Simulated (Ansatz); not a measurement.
# ClH6NSi: the cost of one run

The runs use Ansatz 0.2.0, Gaussian basis; PBE0-D4/def2-SVP.

22 further runs of the same task are left out: 22 set aside as unsound or not needed.

## Step 1: Starting geometry

The first end: 9 atoms, charge 0, spin multiplicity 1.

Atoms are counted from 1 here; the program's logs count them from 0.

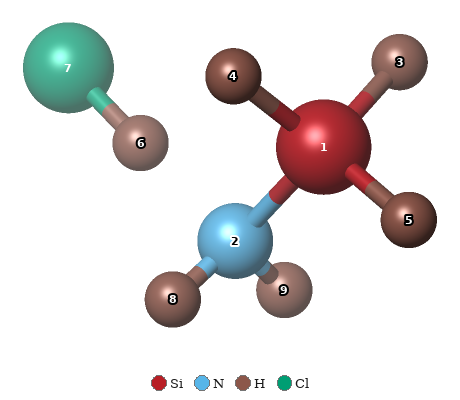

Start geometry, drawn with silicon red, nitrogen blue, hydrogen brown, chlorine teal; atoms are numbered from 1 in the order of the file.

As a file:

| atom | x (Å) | y (Å) | z (Å) |
| --- | --- | --- | --- |
| Si1 | -0.37798 | -0.41628 | -1.01509 |
| N2 | -0.00967 | -0.39127 | 0.69743 |
| H3 | -1.33324 | 0.68747 | -1.26623 |
| H4 | 0.89945 | -0.20111 | -1.73324 |
| H5 | -0.98344 | -1.69665 | -1.47324 |
| H6 | 0.68963 | 1.16345 | 1.08414 |
| Cl7 | 1.22271 | 2.35191 | 1.37369 |
| H8 | 0.69554 | -1.04680 | 1.00949 |
| H9 | -0.80309 | -0.45074 | 1.32306 |

The second end:

```
Si   -0.38484    0.52068   -1.29955
N     0.43154   -0.74614    1.29707
H    -0.78620    1.10524   -2.60705
H     0.98805   -0.00858   -1.42676
H    -1.38043   -0.50221   -0.92053
H     1.25351   -0.23662    1.59767
Cl   -0.43547    2.11278    0.01527
H     0.62794   -1.73390    1.40318
H    -0.31421   -0.51123    1.94071
```

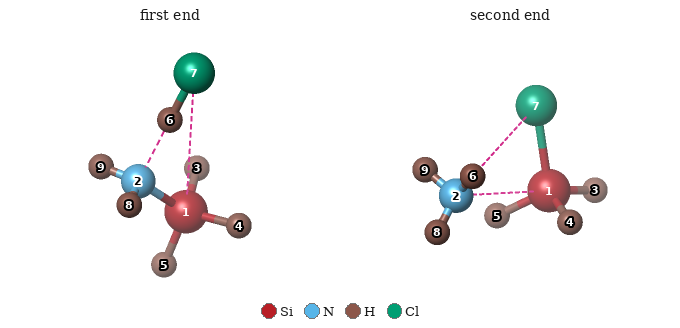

The two ends; dashed lines mark the contacts followed along the path.

## Step 2: The band at PBE0-D4/def2-SVP

File neb/in.yaml:

```yaml
crystal:
  periodic: [false, false, false]
  atoms:
    - {symbol: Si, position_ang: [-0.377982, -0.416275, -1.015093]}
    - {symbol: N, position_ang: [-0.009675, -0.391273, 0.697429]}
    - {symbol: H, position_ang: [-1.333241, 0.687470, -1.266226]}
    - {symbol: H, position_ang: [0.899445, -0.201107, -1.733237]}
    - {symbol: H, position_ang: [-0.983441, -1.696648, -1.473238]}
    - {symbol: H, position_ang: [0.689629, 1.163454, 1.084136]}
    - {symbol: Cl, position_ang: [1.222715, 2.351915, 1.373685]}
    - {symbol: H, position_ang: [0.695541, -1.046799, 1.009487]}
    - {symbol: H, position_ang: [-0.803090, -0.450737, 1.323058]}
basis:
  gaussian: {orbitals: def2-SVP}
hamiltonian: {xc: pbe0, dispersion: d4}
neb:
  images: 5
  climbing: true
  max_iterations: 40
  initial_path: idpp
  final_atoms:
    - {symbol: Si, position_ang: [-0.384840, 0.520676, -1.299553]}
    - {symbol: N, position_ang: [0.431540, -0.746143, 1.297068]}
    - {symbol: H, position_ang: [-0.786203, 1.105237, -2.607046]}
    - {symbol: H, position_ang: [0.988054, -0.008579, -1.426760]}
    - {symbol: H, position_ang: [-1.380425, -0.502214, -0.920529]}
    - {symbol: H, position_ang: [1.253510, -0.236623, 1.597666]}
    - {symbol: Cl, position_ang: [-0.435470, 2.112777, 0.015266]}
    - {symbol: H, position_ang: [0.627945, -1.733901, 1.403182]}
    - {symbol: H, position_ang: [-0.314210, -0.511229, 1.940706]}
```

On the command line:

```bash
$ ansatz run in.yaml --threads 2 --pin off --events-out ev --progress --plain --max-ram 4352MiB
```

**Question.** How long does this run take on 2 threads of Arm Neoverse V1, shared host?

About 2.8 min.
